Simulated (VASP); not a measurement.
Here is the system:

```
CELL_PARAMETERS angstrom
      4.27341     0.00000     0.00000
      0.00000     4.27341     0.00000
      0.00000     0.00000    12.14769
ATOMIC_POSITIONS crystal
  Pb 0.00000 0.00000 0.25484
  Pb 0.00000 0.00000 0.74516
  Pb 0.50000 0.50000 0.00000
  Pb 0.50000 0.50000 0.50000
  Se 0.50000 0.50000 0.25119
  Se 0.50000 0.50000 0.74881
  Se 0.00000 0.00000 0.00000
  S  0.00000 0.00000 0.50000
```

Method: PBEsol GGA, VASP's PBE PAW potentials (set 64) (plane waves; VASP). Run with 400 eV cut-off, 6×6×2 Γ-centred mesh, tetrahedra with Blöchl corrections, potentials Pb_d Se S.

Unless said otherwise, spin-orbit coupling is left out, though it shifts the bands of the heavy elements here.

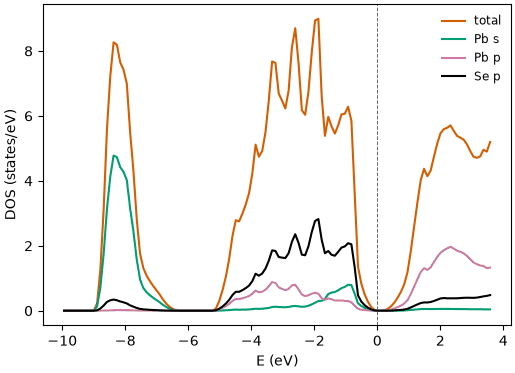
*Total and projected density of states, zero at the valence-band maximum*

Within 2 eV below the valence-band maximum the largest weight inside VASP's projection spheres is Se p, then Pb s.

The gap is direct, 0.12 eV, from the valence maximum at X to the conduction minimum at X.

The structure comes from a computed database's Pb4Se3S entry (P4/mmm); how it stands against other phases isn't given here. It was relaxed first.
